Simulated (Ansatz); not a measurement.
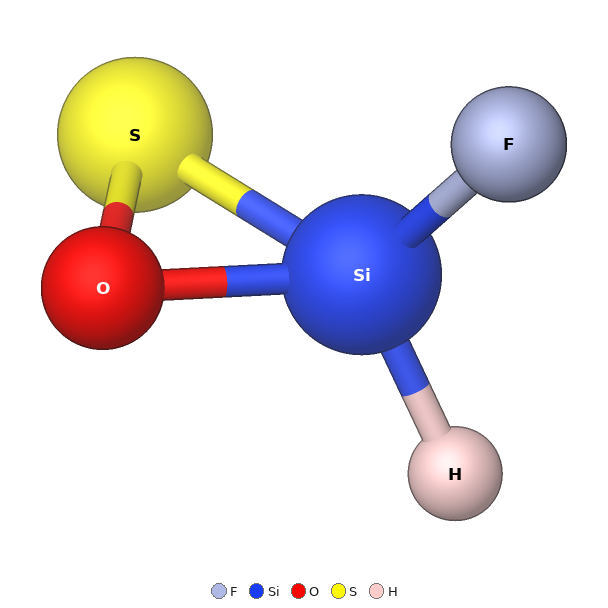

Source: calculation with Ansatz.

Orthographic view. Atoms fade into the background with distance from the viewer. Geometry: a frame of the PBE0-D4/def2-SVP trajectory.

Give the standard InChI.

Answer. InChI=1S/FHOSSi/c1-4-2-3-4/h4H/t4-/m0/s1
